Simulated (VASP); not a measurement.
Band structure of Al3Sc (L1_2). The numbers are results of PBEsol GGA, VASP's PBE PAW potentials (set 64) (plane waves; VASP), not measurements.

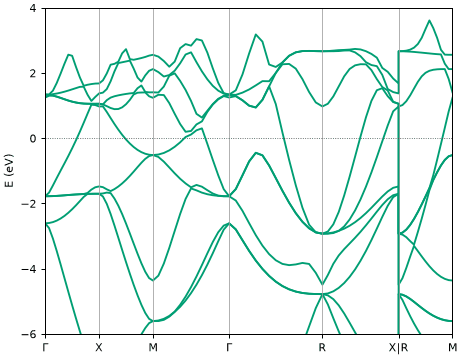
Figure. Bands along high-symmetry lines, zero at the valence-band maximum or, without a gap, the Fermi level

Question: Read the plot: is there a gap, and where are the band edges?

Answer: It has no gap at this level: it comes out as a metal or semimetal. (Edges off the drawn lines would not show.)

The compound is Al3Sc in the L1_2 structure. It was relaxed first.
